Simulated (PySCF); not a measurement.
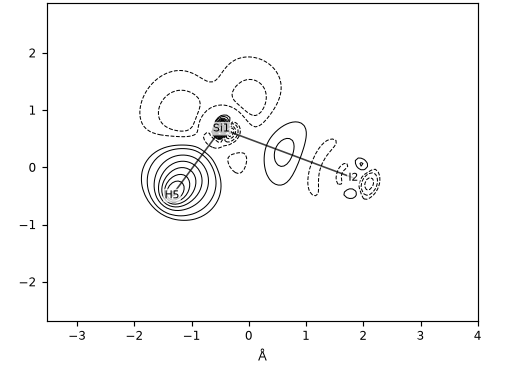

Figure. H3ISi. Deformation density (molecule less spherical, spin-averaged free atoms) in the plane of Si1, I2 and H5; contours at ±0.05 to ±0.8 e/Å³; solid lines: gain, dashed lines: loss.

Method: PBE/def2-TZVP; geometry: GFN2-xTB; program: PySCF. Core potentials replace the inner electrons of I; spin–orbit coupling isn't included. No frequency check shows the geometry to be a minimum. GFN2-xTB bond lengths at metals and heavier atoms can be off by up to 0.1 Å and shapes distorted, which carries into these values.

Coordinates in Å:

```
Si1      1.8470    0.0001   -0.0001
I2      -0.6151    0.0000    0.0000
H3       2.2473    1.1111   -0.8454
H4       2.2466   -1.2892   -0.5388
H5       2.2474    0.1767    1.3848
```

Q: How much density has each bond in this plane gained at its critical point, relative to the free atoms?

A: Si1–H5: +0.24 e/Å³ at the bond critical point (bond length 1.45 Å, Mayer order 0.9). Si1–I2: +0.06 e/Å³ at the bond critical point (bond length 2.46 Å, Mayer order 1.2). In all, 1.1 electrons gather in the regions of gain relative to the promolecule. A small or negative value marks a very polar bond, one between electron-rich atoms, whose free-atom densities already overlap strongly, a long bond to a heavier atom, or a closed-shell contact such as a hydrogen bond.

Q: Where do the Hirshfeld charges lie?

A: The highest Hirshfeld charge is on Si1 (+0.27 e), the lowest on I2 (−0.09 e).

```tsv
atom	charge (e)
Si1	+0.27
I2	−0.09
H3	−0.06
H4	−0.06
H5	−0.06
```
